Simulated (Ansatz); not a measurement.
Consider Tl$_{2}$PbCl$_{4}$.

Input

```
crystal:
  lattice:
    - [7.6787111527, -0.0162181644, -0.0411112488]
    - [-0.0162181644, 7.7134338801, 0.0311756949]
    - [-0.0208319772, 0.0157974127, 3.8393250882]
  atoms:
    - { symbol: Tl, position: [0.5363568545, 0.0114982615, 0.5298489207] }
    - { symbol: Tl, position: [-0.0019749617, 0.4936702539, 0.5088514159] }
    - { symbol: Pb, position: [0.0016168249, 0.0195718884, 0.0229119129] }
    - { symbol: Cl, position: [0.2496867687, 0.7548011564, 0.0636261785] }
    - { symbol: Cl, position: [0.2551608037, 0.2593212885, 0.0036204414] }
    - { symbol: Cl, position: [0.7606824364, 0.7278292973, -0.0316340048] }
    - { symbol: Cl, position: [0.7295570706, 0.2550035179, -0.0032406303] }
kpoints:
  mp_grid: { grid: [2, 2, 4] }
hamiltonian:
  xc: pbesol
scf:
  occupations: { method: fermi_dirac, width: 0.05 }
relax:
  f_tol: 0.01
  cell: {}
  max_steps: 120
output:
  write_density: true
  write_potential: true
  elf: true
  volumetric_format: npy
```

Command:

```sh
ansatz run input.yaml --threads 4 --pin off --max-ram 4608MiB --backend cpu --events-out ev --progress --plain --runs-dir out
```

Below, planes, directions and counts refer to the conventional cell (a = 10.74 Å, b = 10.76 Å, c = 3.73 Å, α = 90.06°, β = 90.10°, γ = 89.99°).

The fields are those of the run's last geometry, not of the input's.

Space group Cm; a structure from a database of computed crystals, not necessarily the ambient phase; started from the K2PdCl4-123 prototype, which need not be the ambient phase; changed on purpose from its base cell (shaken).

Method: DFT, PBEsol, plane waves, PAW (Ansatz 0.2.0).

Predict the valence pseudo-density and electron localisation function between the atoms.

Pb–Cl (2.84 Å): ρ is about 0.26 e/Å³ halfway; the ELF peaks at about 0.85 in the valence shell of Cl, 0.8 Å from its nucleus, and drops to about 0.20 between the two atoms.

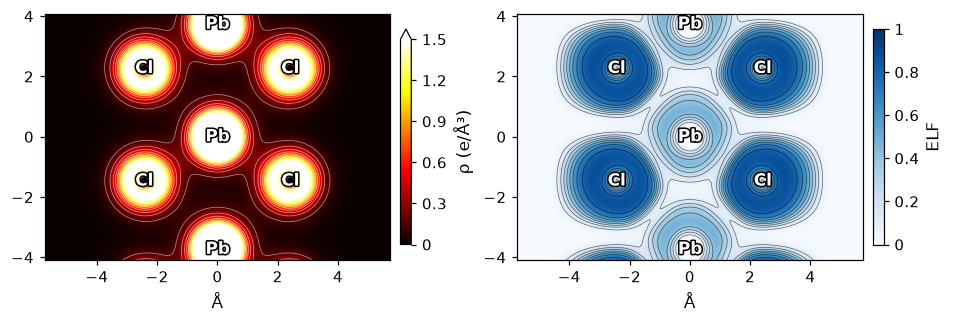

Computed valence pseudo-density and electron localisation function on the (100) plane of the conventional cell, in this order. 

The density is the valence pseudo-density of a PAW calculation; it isn't the true density close to the nuclei.
